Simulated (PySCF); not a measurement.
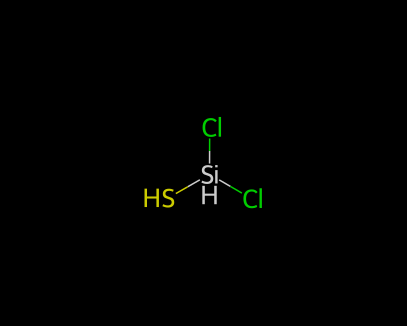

The drawing above gives the connectivity. Computed geometry: PBE0-D3(BJ)/def2-SVP optimisation. No frequency run is at hand to confirm it as a minimum.

Describe the 3D structure.

It has 6 atoms: 2 chlorine, 2 hydrogen, 1 sulfur and 1 silicon (Cl2H2SSi). SMILES: `S[SiH](Cl)Cl`. It has no ring. Among its groups: Si–H bond. The point group is C1. Coordination: 1 S bent; 1 Si tetrahedral.

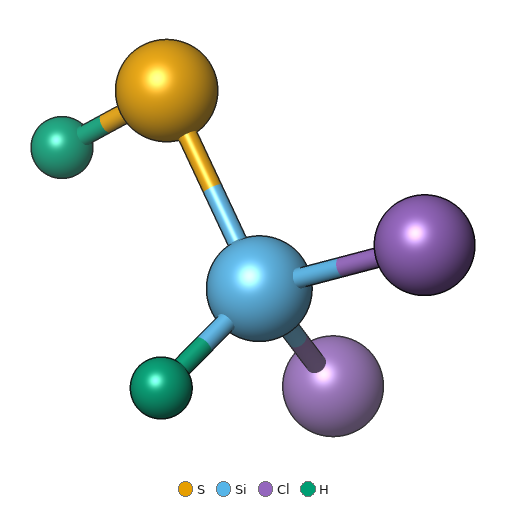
